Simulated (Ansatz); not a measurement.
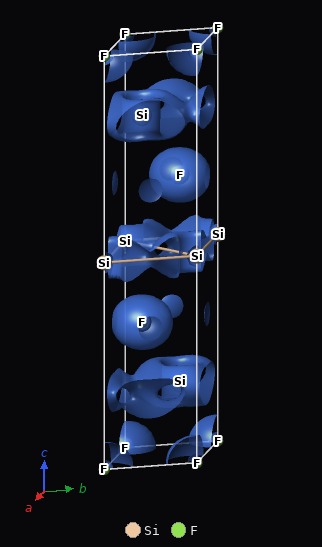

Figure. SiF. Isosurface of the ELF at 0.65 (blue), seen slightly off an axis. Core shells and regions of very low density are left out. Sticks mark near contacts.

Space group R-3m; a generated structure, not necessarily the stable one; computed pressure about −3 GPa in this cell.

These are results of Kohn-Sham DFT of a periodic cell, PBE0, Ansatz PAW (Ansatz 0.2.0), not measurements.

> Identify the bonds, lone pairs and shells in this picture.

At this value the surface marks out three regions wrapped around F (the valence shell of each), sheets that run through the cell in two directions and three small core shells on Si, counted in one cell of 6 atoms. Regions shared between cells count once. Along the contacts the grid gives the following. Si–F (2.49 Å): the ELF is about 0.15 at the midpoint (no shared electron pair shows on this line). Si–Si (2.68 Å): the ELF peaks at about 0.85 between the atoms.
